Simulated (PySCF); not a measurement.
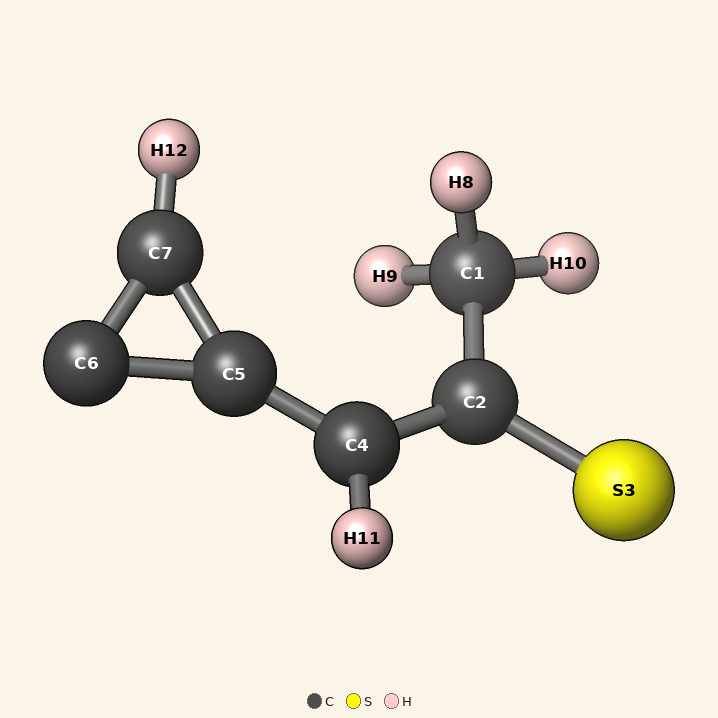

The species is neutral and a spin doublet. The geometry was computed by an optimisation with GFN2-xTB. No frequency run is at hand to confirm it as a minimum. Method: UKS B3LYP, pcH-1 on C H S, non-relativistic (PySCF 2.14.0). The run warned: orbitally degenerate or nearly so: second-order g, spin-orbit hyperfine and D do not apply. Fermi-contact and spin-dipolar terms alone, no spin-orbit part.

Which nucleus has the largest dipolar (anisotropic) hyperfine coupling?

33S at S3: principal values −43.8, −41.1, 84.9 MHz.

List the isotropic and dipolar parts for the most strongly coupled nuclei, one of each equivalent set.

```json
{"atom": "S3", "isotope": "33S", "a_iso (MHz)": "9.5", "dipolar part (MHz)": "−43.8, −41.1, 84.9"}
{"atom": "C6", "isotope": "13C", "a_iso (MHz)": "145.9", "dipolar part (MHz)": "−34.6, −21.1, 55.7"}
{"atom": "C4", "isotope": "13C", "a_iso (MHz)": "25.7", "dipolar part (MHz)": "−26.2, −25.1, 51.3"}
{"atom": "C5", "isotope": "13C", "a_iso (MHz)": "−19.1", "dipolar part (MHz)": "−26.6, −2.8, 29.4"}
{"atom": "C7", "isotope": "13C", "a_iso (MHz)": "1.1", "dipolar part (MHz)": "−16.5, −11.8, 28.3"}
{"atom": "C2", "isotope": "13C", "a_iso (MHz)": "−20.7", "dipolar part (MHz)": "−20.5, 8.1, 12.3"}
{"atom": "H11", "isotope": "1H", "a_iso (MHz)": "−2.6", "dipolar part (MHz)": "−9.0, −2.9, 11.9"}
{"atom": "H12", "isotope": "1H", "a_iso (MHz)": "1.6", "dipolar part (MHz)": "−6.9, −1.7, 8.6"}
```
